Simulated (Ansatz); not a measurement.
**InNH4Cl2O: geometry relaxation (part 1 of 2)**

InNH4Cl2O, computed with RKS BLYP/def2-SVP (Ansatz 0.2.0).

The input holds or restrains some coordinates. It belongs to a series of runs on one base structure; here: pulled along the bonds that form and break, towards end B. Figures and captions count atoms from 1; the log counts them from 0 in places.

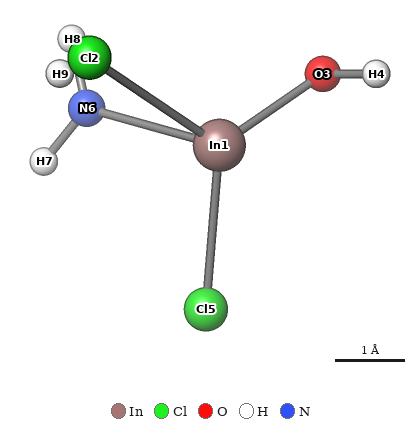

Fig. 1: The input geometry (ball-and-stick view, seen at a tilt; atoms are numbered from 1 in the order of the input). Sticks mark near contacts.

**Input**
```yaml
crystal:
  periodic: [false, false, false]
  atoms:
    - { symbol: In, position_ang: [0.0, 0.0, 0.0] }
    - { symbol: Cl, position_ang: [0.0, 0.0, 2.79] }
    - { symbol: O, position_ang: [1.7233, 0.0, -0.995] }
    - { symbol: H, position_ang: [2.0232, -0.9519, -1.1499] }
    - { symbol: Cl, position_ang: [-2.113, 0.0, -1.22] }
    - { symbol: "N", position_ang: [-0.3039, 2.2859, 0.7662] }
    - { symbol: H, position_ang: [-1.2346, 2.7731, 0.6245] }
    - { symbol: H, position_ang: [0.4942, 2.7959, 1.2422] }
    - { symbol: H, position_ang: [-0.2081, 1.5649, 2.0024] }
basis:
  gaussian: { orbitals: def2-SVP }
hamiltonian:
  xc: blyp
relax:
  f_tol: 0.15
  max_steps: 25
  restrain:
    - { distance: [0, 5], at: 2.13, k: 30.0 }
    - { distance: [8, 1], at: 1.37, k: 30.0 }
    - { distance: [0, 1], at: 3.64, k: 30.0 }
    - { distance: [8, 5], at: 2.26, k: 30.0 }
output:
  orbitals: {}
```

Machine: 4 threads of Arm Neoverse V1, 24 GiB of memory available, shared host.

Run as:
```bash
ansatz run input.yaml --threads 4 --pin off --max-ram 5120MiB --backend cpu --events-out ev --progress --plain --runs-dir out
```

**Log**
```
The last accepted step is kept in [file] (removed where the run ends without a failure and the disk answers)
Engine: ansatz 0.2.0, aarch64-unknown-linux-gnu
Functional definition: BLYP
  parameter beta = 0.0042
  parameter a = 0.04918
  parameter b = 0.132
  parameter c = 0.2533
  parameter d = 0.349
  exchange = b88_x(beta = beta)
  correlation = lyp_c(a = a, b = b, c = c, d = d)
1253 factors; their error is unknown
mean field evaluation 1: about -33793.9184 eV, gradient 8.8e1 eV
mean field evaluation 2: about -33622.9052 eV, gradient 2.4e2 eV
mean field evaluation 4: about -33807.0720 eV, gradient 3.5e1 eV
mean field evaluation 8: about -33809.9376 eV, gradient 3.0e-1 eV
mean field evaluation 16: about -33809.8876 eV, gradient 2.5e-3 eV
mean field -33809.88755807 eV, -1242.4904505941 hartree, gradient 1.7e-5 eV, S^2 0.000000; 0 other end points of the search recorded, 0 dependent functions left out
the calculation of the forces begins
reference -33809.88794022 eV, -1242.4904646378 hartree; 37, 37 occupied and 73, 73 virtual orbitals, 1253 factors
relax step   1: F+E_penalty+E_count = -33809.88755807 eV  Δ(F+E_penalty+E_count) = +0.000e0 eV  max|allowed force component| = 3.035e0 eV/Å  E_restraint = 24.74534499 eV  max|allowed force component, restraints' pulls added| = 2.439e1 eV/Å  Δτ_max = 0.0000 Å  (32 SCF iters, accepted)
  distance In 0 - N 5 = 2.4300 Å
  distance H 8 - Cl 1 = 1.7642 Å
  distance In 0 - Cl 1 = 2.7900 Å
  distance H 8 - N 5 = 1.4343 Å
these checks for a lower state are left out or cut short: starts, cluster_reference, orbital_swaps, neighbouring_geometries, increment
1253 factors; their error is unknown
mean field -33809.36845777 eV, -1242.4713740099 hartree, gradient 1.2e-5 eV, S^2 0.000000; 0 other end points of the search recorded, 0 dependent functions left out
[... from here on the field's lines of each further geometry are left out, up to the last ...]
relax step   2: F+E_penalty+E_count = -33809.36845777 eV  Δ(F+E_penalty+E_count) = +5.191e-1 eV  max|allowed force component| = 2.339e0 eV/Å  E_restraint = 10.30132976 eV  max|allowed force component, restraints' pulls added| = 1.688e1 eV/Å  Δτ_max = 0.1949 Å  (36 SCF iters, accepted)
relax step   3: F+E_penalty+E_count = -33809.41744051 eV  Δ(F+E_penalty+E_count) = -4.898e-2 eV  max|allowed force component| = 2.414e0 eV/Å  E_restraint = 2.52329316 eV  max|allowed force component, restraints' pulls added| = 7.686e0 eV/Å  Δτ_max = 0.1949 Å  (37 SCF iters, accepted)
relax step   4: F+E_penalty+E_count = -33809.82869795 eV  Δ(F+E_penalty+E_count) = -4.113e-1 eV  max|allowed force component| = 1.307e0 eV/Å  E_restraint = 0.07175525 eV  max|allowed force component, restraints' pulls added| = 1.903e0 eV/Å  Δτ_max = 0.1946 Å  (37 SCF iters, accepted)
relax step   5: F+E_penalty+E_count = -33810.02199323 eV  Δ(F+E_penalty+E_count) = -1.933e-1 eV  max|allowed force component| = 6.920e-1 eV/Å  E_restraint = 0.01603681 eV  max|allowed force component, restraints' pulls added| = 6.958e-1 eV/Å  Δτ_max = 0.2000 Å  (36 SCF iters, accepted)
relax step   6: F+E_penalty+E_count = -33810.07957876 eV  Δ(F+E_penalty+E_count) = -5.759e-2 eV  max|allowed force component| = 6.662e-1 eV/Å  E_restraint = 0.01051834 eV  max|allowed force component, restraints' pulls added| = 2.257e-1 eV/Å  Δτ_max = 0.1999 Å  (30 SCF iters, accepted)
relax step   7: F+E_penalty+E_count = -33810.09145111 eV  Δ(F+E_penalty+E_count) = -1.187e-2 eV  max|allowed force component| = 6.324e-1 eV/Å  E_restraint = 0.01498566 eV  max|allowed force component, restraints' pulls added| = 6.324e-1 eV/Å  Δτ_max = 0.1902 Å  (29 SCF iters, accepted)
relax step   8: F+E_penalty+E_count = -33810.10934130 eV  Δ(F+E_penalty+E_count) = -1.789e-2 eV  max|allowed force component| = 6.225e-1 eV/Å  E_restraint = 0.01381482 eV  max|allowed force component, restraints' pulls added| = 4.878e-1 eV/Å  Δτ_max = 0.1325 Å  (31 SCF iters, accepted)
relax step   9: F+E_penalty+E_count = -33810.18427749 eV  Δ(F+E_penalty+E_count) = -7.494e-2 eV  max|allowed force component| = 6.445e-1 eV/Å  E_restraint = 0.01638770 eV  max|allowed force component, restraints' pulls added| = 5.942e-1 eV/Å  Δτ_max = 0.1529 Å  (36 SCF iters, accepted)
relax step  10: F+E_penalty+E_count = -33810.14106470 eV  Δ(F+E_penalty+E_count) = +4.321e-2 eV  max|allowed force component| = 2.283e0 eV/Å  E_restraint = 0.01351257 eV  max|allowed force component, restraints' pulls added| = 3.079e0 eV/Å  Δτ_max = 0.1950 Å  (38 SCF iters, rejected (line search))
relax step  11: F+E_penalty+E_count = -33810.25330525 eV  Δ(F+E_penalty+E_count) = -6.903e-2 eV  max|allowed force component| = 6.664e-1 eV/Å  E_restraint = 0.01449975 eV  max|allowed force component, restraints' pulls added| = 3.883e-1 eV/Å  Δτ_max = 0.0950 Å  (30 SCF iters, accepted)
relax step  12: F+E_penalty+E_count = -33810.28317412 eV  Δ(F+E_penalty+E_count) = -2.987e-2 eV  max|allowed force component| = 6.730e-1 eV/Å  E_restraint = 0.01014433 eV  max|allowed force component, restraints' pulls added| = 2.093e-1 eV/Å  Δτ_max = 0.1000 Å  (31 SCF iters, accepted)
the calculation of the forces begins
reference -33810.28930412 eV, -1242.5052144890 hartree; 37, 37 occupied and 73, 73 virtual orbitals, 1253 factors
relax step  13: F+E_penalty+E_count = -33810.28890775 eV  Δ(F+E_penalty+E_count) = -5.734e-3 eV  max|allowed force component| = 6.625e-1 eV/Å  E_restraint = 0.01117423 eV  max|allowed force component, restraints' pulls added| = 2.372e-2 eV/Å  Δτ_max = 0.0274 Å  (31 SCF iters, accepted)
  distance In 0 - N 5 = 2.1206 Å
  distance H 8 - Cl 1 = 1.3469 Å
  distance In 0 - Cl 1 = 3.6355 Å
  distance H 8 - N 5 = 2.2499 Å
1253 factors; their error is unknown
mean field evaluation 128: about -33810.2889 eV, gradient 7.6e-3 eV
```

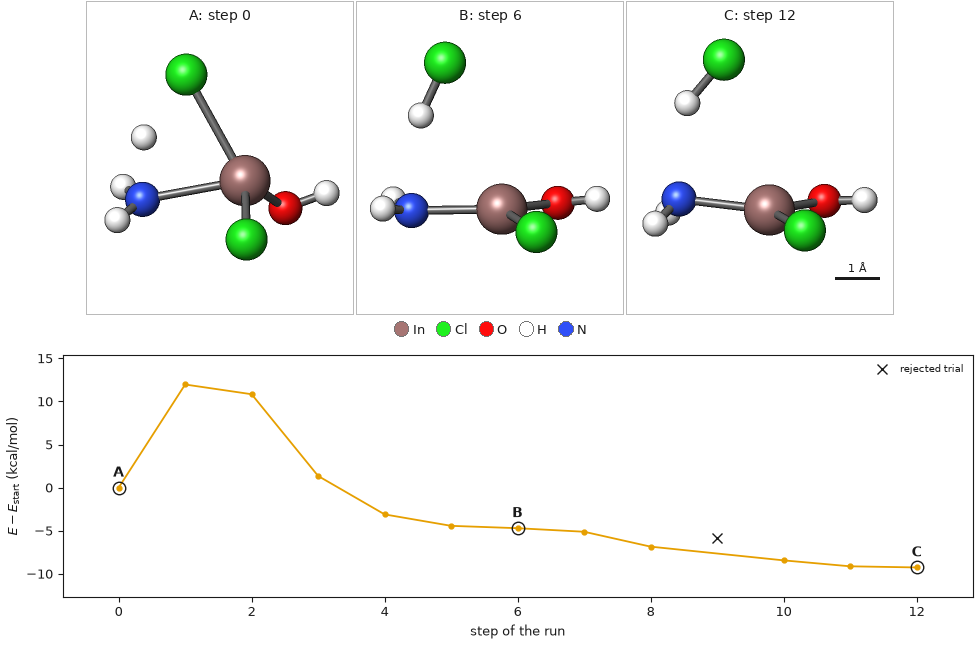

Fig. 2: Frames of the restrained relaxation (ball-and-stick view, seen at a tilt) above the curves, on which the letters mark them (the first geometry is step 0 here and step 1 in the log).

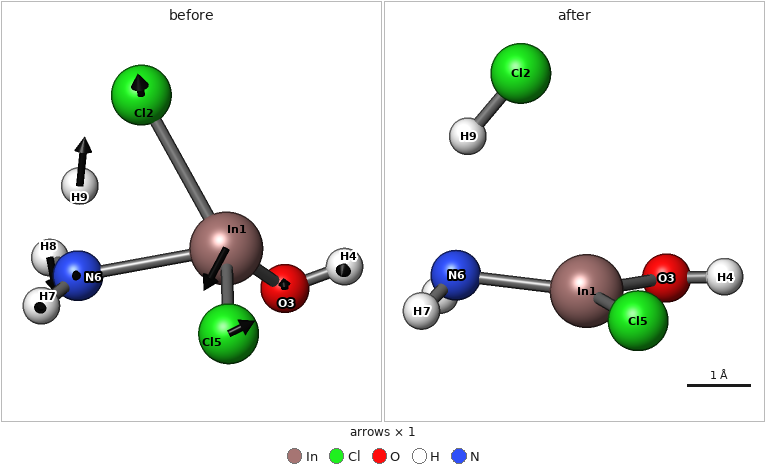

Fig. 3: Before (left) and after (right) the restrained relaxation, at one scale (ball-and-stick view, seen at a tilt). The black arrows give the displacements, at true length. Over 12 geometry steps the energy falls by 9.26 kcal/mol. Largest force component: 3 eV/Å at the start, 0.66 eV/Å at the end. The line search rejected the trial step at point 9 (counted from 0) and went back. H9 moves most after the best rigid fit: 0.81 Å. Largest moves by element: H 0.81 Å, In 0.78 Å, Cl 0.47 Å, O 0.19 Å, N 0.13 Å. Distances before and after: In1–Cl2 2.790 → 3.635 Å, Cl2–H9 1.764 → 1.347 Å, In1–N6 2.430 → 2.121 Å, In1–Cl5 2.440 → 2.391 Å. New bonds form: Cl2–H9 (1.76 → 1.35 Å). Bonds break: In1–Cl2 (2.79 → 3.64 Å). Among the angles that change: Cl5–In1–N6 92.8° → 120.1°, O3–In1–N6 105.4° → 118.9°, H7–N6–H8 120.0° → 106.9°. (Atoms are counted from 1 in the order of the input.)

```
mean field -33810.28890775 eV, -1242.5051999228 hartree, gradient 1.1e-5 eV, S^2 0.000000; 1 other end points of the search recorded, 0 dependent functions left out
the calculation of the forces begins
reference -33810.28930412 eV, -1242.5052144890 hartree; 37, 37 occupied and 73, 73 virtual orbitals, 1253 factors
Total energy: -33810.28930412 eV, -1242.5052144890 hartree
Atom 0 at    -0.036148     0.657471    -0.414499 Å, force    -0.044097     0.209577     0.318584 eV/Å
Atom 1 at    -0.179066    -0.167708     3.123185 Å, force    -0.021185     0.662453    -0.359076 eV/Å
Atom 2 at     1.817160    -0.039838    -0.839216 Å, force    -0.003763    -0.000788    -0.000682 eV/Å
Atom 3 at     1.746287    -0.919272    -1.265875 Å, force    -0.000858     0.000528    -0.006846 eV/Å
Atom 4 at    -1.987025    -0.459901    -1.227434 Å, force     0.015334     0.006841    -0.000183 eV/Å
Atom 5 at    -0.229250     2.379931     0.807320 Å, force     0.023730    -0.384179     0.082109 eV/Å
Atom 6 at    -1.085203     2.904156     0.569743 Å, force     0.001930    -0.016809    -0.006433 eV/Å
Atom 7 at     0.565681     3.019661     0.654142 Å, force     0.002204    -0.012703    -0.005493 eV/Å
Atom 8 at    -0.231336     1.093399     2.653034 Å, force     0.026707    -0.464921    -0.021980 eV/Å
Dipole moment:     0.080824     0.513100    -0.201552 e Å
```

**Trajectory as extended XYZ (Å, eV, eV/Å), 13 frames, from step=1 to step=13**
```
9
Properties=species:S:1:pos:R:3:forces:R:3 step=1 energy=-33809.88756
In    0.0000    0.0000    0.0000   -1.3306   1.7596   0.9858
Cl    0.0000    0.0000    2.7900    0.0975  -0.1903  -0.9330
O     1.7233    0.0000   -0.9950    1.0419  -1.5147  -0.3607
H     2.0232   -0.9519   -1.1499   -0.2401   1.1807   0.1168
Cl   -2.1130    0.0000   -1.2200    0.3349  -0.3341   0.3427
N    -0.3039    2.2859    0.7662    0.9537  -2.0857   3.0352
H    -1.2346    2.7731    0.6245    1.2895  -0.1968   0.5212
H     0.4942    2.7959    1.2422   -0.9502   0.5433  -1.4718
H    -0.2081    1.5649    2.0024   -1.1965   0.8379  -2.2362
9
Properties=species:S:1:pos:R:3:forces:R:3 step=2 energy=-33809.36846
In   -0.0259    0.0928   -0.1523   -0.9983   2.3388   1.4465
Cl   -0.0074    0.0615    2.9471   -0.0559   0.7502  -1.1361
O     1.7409   -0.0059   -1.0047    1.2426  -1.0667  -0.3722
H     2.0227   -0.9485   -1.1496   -0.0656   0.6154   0.0261
Cl   -2.1162   -0.0034   -1.2213   -0.4531  -0.4298  -0.1183
N    -0.2847    2.2778    0.6541    0.8410  -0.9197   2.1950
H    -1.2232    2.7688    0.6261    1.1860  -0.4406   0.1890
H     0.4778    2.7940    1.2174   -1.2919  -0.3419  -1.4733
H    -0.2028    1.4307    2.1436   -0.4049  -0.5057  -0.7568
9
Properties=species:S:1:pos:R:3:forces:R:3 step=3 energy=-33809.41744
In   -0.0449    0.1999   -0.2679   -0.4031   2.4141   1.3155
Cl   -0.0114    0.1041    3.0669   -0.1349   1.0812  -0.8908
O     1.7613   -0.0151   -1.0087    1.0338  -0.4582  -0.2283
H     2.0238   -0.9481   -1.1503    0.0180   0.0009  -0.0322
Cl   -2.1328   -0.0123   -1.2280   -0.9831  -0.5178  -0.4211
N    -0.2657    2.2868    0.5298    0.8718   0.1560   1.6311
H    -1.2079    2.7595    0.6247    0.9704  -0.6837  -0.0307
H     0.4528    2.7774    1.1931   -1.3502  -0.8858  -1.5517
H    -0.1941    1.3157    2.3007   -0.0227  -1.1066   0.2081
```
